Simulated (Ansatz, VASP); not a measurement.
# Cross-check of MgS (Niningerite) between VASP and Ansatz, part 2 of 2

Aim: how closely do two programs agree when they are given the same cell, functional and k mesh? The cell is taken from a series of VASP runs on this material, whose earlier steps may have relaxed, scaled or displaced it; both programs get it as it stands. Valence electrons are named where the data sets of a main pair hold unlike numbers.

VASP 6.6.1 and Ansatz 0.2.0.

So far. Step 2 (VASP: band structure, HSE06): The k-mesh is coarse for exact exchange; levels may shift by about 0.1 eV on a finer one. The PAW data sets were made with PBE, which is usual practice but a small mismatch for other functionals.

## Step 4: Comparison

Known differences besides the potentials themselves: exact exchange at q = 0 is treated differently, which shows on coarse meshes; VASP keeps PBE cores, Ansatz makes them for the functional; the data sets hold 16 valence electrons in Ansatz (on its default PAW (the set named soft_2) files) and 8 in VASP; the cutoff is 420 eV in Ansatz and 350 eV in VASP; VASP takes a coarser grid for exact exchange (PRECFOCK = Fast). Total energies have different zeros and are not compared.

The two programs side by side:

```
                     quantity  Ansatz   VASP  difference
gap over the path points (eV)   3.824  3.772      +0.052
```

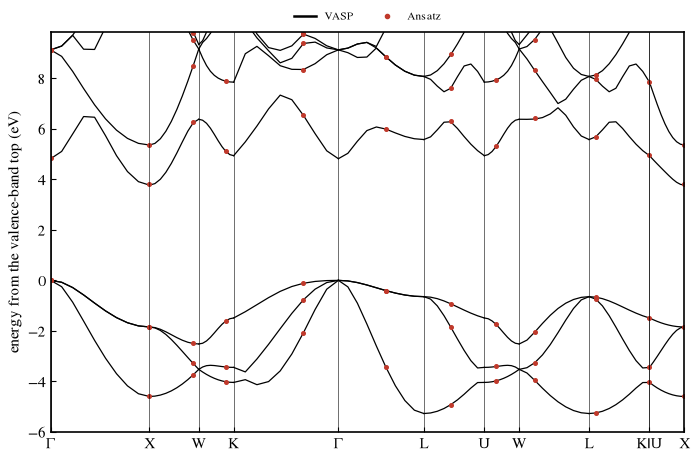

Bands from VASP (lines) and levels from Ansatz (dots). Dots without a line are higher empty bands that the VASP plot leaves out.

Levels at points of the path, from each program's valence-band top (eV; 3 filled, then empty):

```csv
k (reciprocal lattice),Ansatz,VASP
0.000 0.000 0.000,0.00 0.00 0.00 4.85 9.11 9.11,0.00 0.00 0.00 4.82 9.13 9.13
0.500 0.000 0.500,-4.59 -1.84 -1.84 3.82 5.36 13.56,-4.60 -1.85 -1.85 3.77 5.36 13.55
0.500 0.222 0.722,-3.73 -3.29 -2.50 6.28 8.50 9.53,-3.74 -3.30 -2.50 6.24 8.51 9.51
0.403 0.347 0.750,-4.01 -3.42 -1.60 5.14 7.88 10.82,-4.02 -3.43 -1.61 5.10 7.88 10.82
0.125 0.125 0.250,-2.07 -0.77 -0.12 6.56 8.34 9.39,-2.07 -0.77 -0.12 6.53 8.35 9.38
0.278 0.278 0.278,-3.43 -0.41 -0.41 6.00 8.86 8.86,-3.44 -0.41 -0.41 5.99 8.85 8.85
0.556 0.389 0.556,-4.92 -1.85 -0.93 6.30 7.62 8.95,-4.92 -1.85 -0.93 6.28 7.61 8.94
0.583 0.250 0.667,-3.98 -3.41 -1.74 5.33 7.93 10.58,-3.98 -3.41 -1.74 5.29 7.93 10.57
0.500 0.306 0.694,-3.95 -3.26 -2.04 6.42 8.32 9.53,-3.96 -3.26 -2.05 6.39 8.31 9.54
0.486 0.486 0.528,-5.25 -0.74 -0.67 5.69 7.98 8.15,-5.25 -0.74 -0.67 5.68 7.96 8.13
```

Among the levels compared at these points, filled levels agree within 7 meV and empty ones within 52 meV.

## Step 5: VASP: band structure, PBE0

The same path points are solved in both programs, so levels can be compared one by one.

The run reads the wave functions of an earlier VASP run, which isn't shown here.

INCAR reads:

```
SYSTEM = MgS
PREC = Accurate
ENCUT = 350
EDIFF = 1E-06
NELM = 100
ISMEAR = 0
SIGMA = 0.03
LREAL = .FALSE.
ALGO = Normal
LHFCALC = .TRUE.
AEXX = 0.25
GGA = PE
LASPH = .TRUE.
NBANDS = 10
PRECFOCK = Fast
HFRCUT = -1
LORBIT = 11
LWAVE = .FALSE.
LCHARG = .FALSE.
KPAR = 4
```

POSCAR reads:

```
MgS
1.0
    0.0000000000      2.6016500000      2.6016500000
    2.6016500000      0.0000000000      2.6016500000
    2.6016500000      2.6016500000      0.0000000000
S Mg
1 1
Direct
    0.5000000000      0.5000000000      0.5000000000
    0.0000000000      0.0000000000      0.0000000000
```

KPOINTS reads:

```
Automatic mesh
0
Gamma
5 5 5
0 0 0
```

KPOINTS_OPT reads:

```
Line mode
10
Line-mode
Reciprocal
  0.00000000   0.00000000   0.00000000 GAMMA
  0.50000000   0.00000000   0.50000000 X

  0.50000000   0.00000000   0.50000000 X
  0.50000000   0.25000000   0.75000000 W

  0.50000000   0.25000000   0.75000000 W
  0.37500000   0.37500000   0.75000000 K

  0.37500000   0.37500000   0.75000000 K
  0.00000000   0.00000000   0.00000000 GAMMA

  0.00000000   0.00000000   0.00000000 GAMMA
  0.50000000   0.50000000   0.50000000 L

  0.50000000   0.50000000   0.50000000 L
  0.62500000   0.25000000   0.62500000 U

  0.62500000   0.25000000   0.62500000 U
  0.50000000   0.25000000   0.75000000 W

  0.50000000   0.25000000   0.75000000 W
  0.50000000   0.50000000   0.50000000 L

  0.50000000   0.50000000   0.50000000 L
  0.37500000   0.37500000   0.75000000 K

  0.62500000   0.25000000   0.62500000 U
  0.50000000   0.00000000   0.50000000 X
```

PAW data sets: S and Mg (PBE family, release 64).

Command:

```sh
mpirun -np 4 vasp_std
```

Numbers of over 12 decimals in the logs are rounded to 6 here.

What it wrote:

```text
[banner, memory and clock lines left out]
running    4 mpi-ranks, on    1 nodes
[...]
LDA part: xc-table for (Slater+PW92), standard interpolation
 found WAVECAR, reading the header
 POSCAR, INCAR and KPOINTS ok, starting setup
[...]
HFRCUT set to (new)   10.167152
 reading WAVECAR
 the WAVECAR file was read successfully
 initial charge from wavefunction
 entering main loop
       N       E                     dE             d eps       ncg     rms          rms(c)
DAV:   1    -0.104323179034E+02   -0.10432E+02   -0.64041E-01   202   0.499E+00    0.224E+00
DAV:   2    -0.104369460092E+02   -0.46281E-02   -0.12456E-02   264   0.778E-01    0.171E+00
DAV:   3    -0.104350114716E+02    0.19345E-02   -0.15095E-03   206   0.207E-01    0.104E+00
DAV:   4    -0.104344810724E+02    0.53040E-03   -0.71923E-04   214   0.132E-01    0.622E-01
[...]
DAV:   9    -0.104342229742E+02    0.35756E-05   -0.96960E-07   152   0.736E-03    0.283E-02
DAV:  10    -0.104342215775E+02    0.13967E-05   -0.41530E-07   100   0.520E-03    0.141E-02
DAV:  11    -0.104342210168E+02    0.56073E-06   -0.15863E-07   102   0.326E-03
   1 F= -.10434221E+02 E0= -.10434221E+02  d E =-.181880E-12
 Start KPOINTS_OPT (optional k-point list driver)
k-point batch [1-10\100]
       N       E                     dE             ncg
DAV:   1     0.187144304521E+03   -0.13560E+04      200
DAV:   2    -0.114741544295E+03   -0.30189E+03      246
DAV:   3    -0.137773137341E+03   -0.23032E+02      254
DAV:   4    -0.138059309240E+03   -0.28617E+00      250
DAV:   5    -0.138061266840E+03   -0.19576E-02      244
DAV:   6    -0.138061278246E+03   -0.11406E-04      262
DAV:   7    -0.138061278348E+03   -0.10243E-06      228
[...]
k-point batch [91-100\100]
       N       E                     dE             ncg
DAV:   1     0.494671649713E+02   -0.28014E+04      208
DAV:   2    -0.189246507291E+03   -0.23871E+03      276
DAV:   3    -0.201986706402E+03   -0.12740E+02      262
DAV:   4    -0.202128614825E+03   -0.14191E+00      290
DAV:   5    -0.202129282762E+03   -0.66794E-03      294
DAV:   6    -0.202129286351E+03   -0.35891E-05      284
DAV:   7    -0.202129286379E+03   -0.28080E-07      264
```

From OUTCAR (step 5):

```text
 POSITION                                       TOTAL-FORCE (eV/Angst)
 -----------------------------------------------------------------------------------
      2.60165      2.60165      2.60165         0.000000      0.000000      0.000000
      0.00000      0.00000      0.00000        -0.000000     -0.000000      0.000000
 -----------------------------------------------------------------------------------
    total drift:                                0.000000      0.000000     -0.000000

  FREE ENERGIE OF THE ION-ELECTRON SYSTEM (eV)
  ---------------------------------------------------
  free  energy   TOTEN  =       -10.4342210168 eV

  energy  without entropy=      -10.4342210168  energy(sigma->0) =      -10.43422102

[... 2 parts as in an earlier step ...]

[... 1 further part left out ...]
[key lines of the parts left out:]
E-fermi :   2.8271
```

The k-mesh is coarse for unscreened exact exchange, which converges slowly with it.

## Step 6: Ansatz: band structure, PBE0

The same cell, functional, mesh and smearing now go to Ansatz, which takes its cutoff from its data sets.

The cell is taken from a series of VASP runs on this material, whose earlier steps may have relaxed, scaled or displaced it; both programs get it as it stands.

input.yaml reads:

```yaml
crystal:
  lattice:
    - [0.0, 2.60165, 2.60165]
    - [2.60165, 0.0, 2.60165]
    - [2.60165, 2.60165, 0.0]
  atoms:
    - { symbol: S, position: [0.5, 0.5, 0.5] }
    - { symbol: Mg, position: [0.0, 0.0, 0.0] }
hamiltonian:
  xc: pbe0
  pseudopotentials: { kind: paw }
kpoints:
  mp_grid: { grid: [5, 5, 5] }
  band_path:
    path:
      - [0.0, 0.0, 0.0]
      - [0.5, 0.0, 0.5]
      - [0.5, 0.22222, 0.72222]
      - [0.40278, 0.34722, 0.75]
      - [0.125, 0.125, 0.25]
      - [0.27778, 0.27778, 0.27778]
      - [0.55556, 0.38889, 0.55556]
      - [0.58333, 0.25, 0.66667]
      - [0.5, 0.30556, 0.69444]
      - [0.48611, 0.48611, 0.52778]
      - [0.625, 0.25, 0.625]
      - [0.5, 0.0, 0.5]
    npoints: 1
scf:
  occupations: { method: gaussian, width: 0.03 }
  n_extra_bands: 7
output:
  forces: true
  stress: true
  eigenvalues: true
  write_density: true
  write_potential: true
  elf: true
  volumetric_format: npy
```

Command:

```sh
ansatz run input.yaml --threads 4 --pin off --max-ram 9216MiB --backend cpu --events-out ev --progress --plain --runs-dir out
```

What it wrote:

```text
[...]
Crystal: 2 atoms, lattice volume = 35.219 Å³
Basis set: ecut = 420 eV, 701 PW (Γ), exchange–correlation on 50×50×50 points (8 copies of the dense FFT grid, shifted against one another)
Bands: 15, of which v1, the nominal top of the filled ones, is band 8 counted from 1 (7 counted from 0)
Symmetry: 48 space group operations
[...]
k-points: 10 of 125
[...]
--- Band table (eV; the first three rows and the last of 10) ---
  k-point 0: bands = [... 4 lower, -8.6565, 5.3604, 5.3604, 5.3604, 10.8974, 15.1980, 15.1980, 15.1980, ... 3 higher]
  k-point 1: bands = [... 4 lower, -8.2450, 3.0863, 5.1089, 5.1089, 12.1346, 15.1308, 15.4051, 15.4051, ... 3 higher]
  k-point 2: bands = [... 4 lower, -7.3954, 0.4626, 4.7607, 4.7607, 11.7435, 14.3469, 14.3469, 17.6027, ... 3 higher]
  k-point 9: bands = [... 4 lower, -6.9001, 1.2607, 2.3910, 3.4494, 12.3900, 14.2118, 14.8246, 17.3415, ... 3 higher]
[key lines of the parts left out:]
Free energy (F): -2830.121141 eV
Fermi energy:    7.845331 eV
P = ⅓ Tr σ = -0.3223 GPa (-3.223 kbar)
```

Run time: 13 s. Hardware: 4 threads of Arm Neoverse V1, shared host; peak memory 0.58 GiB; 45 s of CPU time.

## Step 7: Comparison

What differs besides the data sets and the points named for the pairs above, as far as they apply: the data sets hold 16 valence electrons in Ansatz (on its default PAW (the set named soft_2) files) and 8 in VASP. Total energies have different zeros and are not compared.

The two programs side by side:

| quantity | Ansatz | VASP | difference |
| --- | --- | --- | --- |
| gap over the path points (eV) | 4.532 | 4.488 | +0.044 |

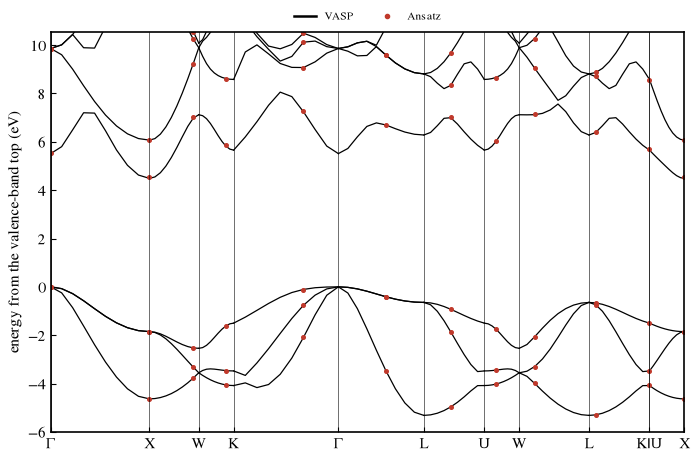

Bands from VASP (lines) and levels from Ansatz (dots). Dots without a line are higher empty bands that the VASP plot leaves out.

Levels at points of the path, from each program's valence-band top (eV; 3 filled, then empty):

| k (reciprocal lattice) | Ansatz | VASP |
| --- | --- | --- |
| 0.000 0.000 0.000 | 0.00 0.00 0.00 5.54 9.84 9.84 | 0.00 0.00 0.00 5.51 9.86 9.86 |
| 0.500 0.000 0.500 | -4.64 -1.85 -1.85 4.53 6.06 14.29 | -4.64 -1.85 -1.85 4.49 6.07 14.29 |
| 0.500 0.222 0.722 | -3.77 -3.32 -2.52 7.02 9.22 10.27 | -3.77 -3.32 -2.52 6.98 9.24 10.25 |
| 0.403 0.347 0.750 | -4.05 -3.46 -1.62 5.85 8.61 11.57 | -4.06 -3.46 -1.62 5.82 8.62 11.57 |
| 0.125 0.125 0.250 | -2.09 -0.77 -0.11 7.26 9.06 10.12 | -2.09 -0.76 -0.11 7.24 9.07 10.12 |
| 0.278 0.278 0.278 | -3.47 -0.41 -0.41 6.70 9.59 9.59 | -3.47 -0.41 -0.41 6.70 9.59 9.59 |
| 0.556 0.389 0.556 | -4.97 -1.87 -0.93 7.01 8.35 9.69 | -4.97 -1.86 -0.93 7.00 8.33 9.68 |
| 0.583 0.250 0.667 | -4.02 -3.45 -1.75 6.04 8.66 11.32 | -4.02 -3.45 -1.75 6.01 8.67 11.32 |
| 0.500 0.306 0.694 | -4.00 -3.30 -2.06 7.15 9.04 10.26 | -4.00 -3.30 -2.06 7.12 9.04 10.28 |
| 0.486 0.486 0.528 | -5.30 -0.75 -0.67 6.39 8.71 8.88 | -5.30 -0.74 -0.67 6.39 8.70 8.87 |

Among the levels compared at these points, filled levels agree within 9 meV and empty ones within 44 meV.

## Step 8: Outcome

```json
{
 "largest difference of a filled level at the path points (band structure, HSE06)": "7.3 meV",
 "difference in gap over the path points (band structure, HSE06)": "0.052 eV",
 "largest difference of a filled level at the path points (band structure, PBE0)": "8.7 meV",
 "difference in gap over the path points (band structure, PBE0)": "0.044 eV"
}
```

**Reading.** The difference in gap over the path points is 0.052 eV (band structure, HSE06), within the 0.08 eV picked in this series as the mark of a large difference. The data sets hold unlike numbers of valence electrons (16 in Ansatz and 8 in VASP), so part of the differences comes from the potentials. How closely two codes agree says nothing of how well the functional describes the real material.

[Lines on the potential files, build, host, timing and source positions are cut from VASP's logs without a mark.]

[Logs are printed without paths, hosts, clocks, repeated set-up lines and the standing remarks that a program may print on its own settings, such as how far it seeks lower states.]

[Hosts, paths, dates, database ids (printed as entryN), source tags and the programs' standing remarks are cut or masked in the printed files.]
